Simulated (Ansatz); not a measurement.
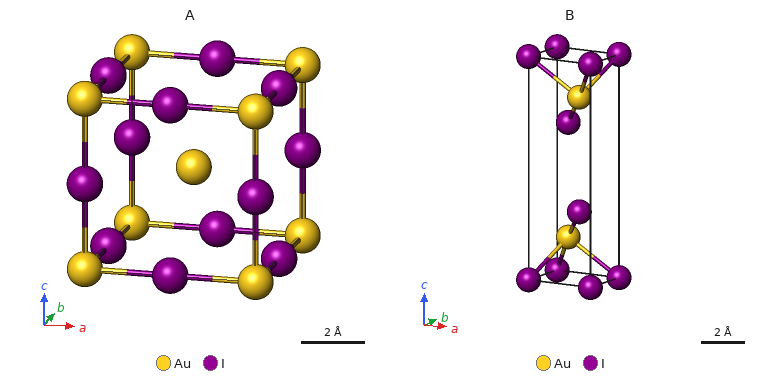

Two structures of Au2I3, each relaxed to rest (conventional cells in solid outline, small ones repeated, not to one scale). Method: DFT PBE, scalar-relativistic, plane waves, PAW (Ansatz 0.2.0), without spin polarisation.

> Name structures A and B.

A: 5 atoms a cell on a primitive cubic lattice, Pm-3m. B: 5 atoms a cell on a primitive hexagonal lattice, P-3m1.

> Which has the lower energy, and by how much?

B is lower, by 414 meV/atom at this level of theory (energies at zero smearing). Volumes: A 35.8, B 33.5 Å³/atom.

One or both may be structure types tried for this composition rather than known phases.
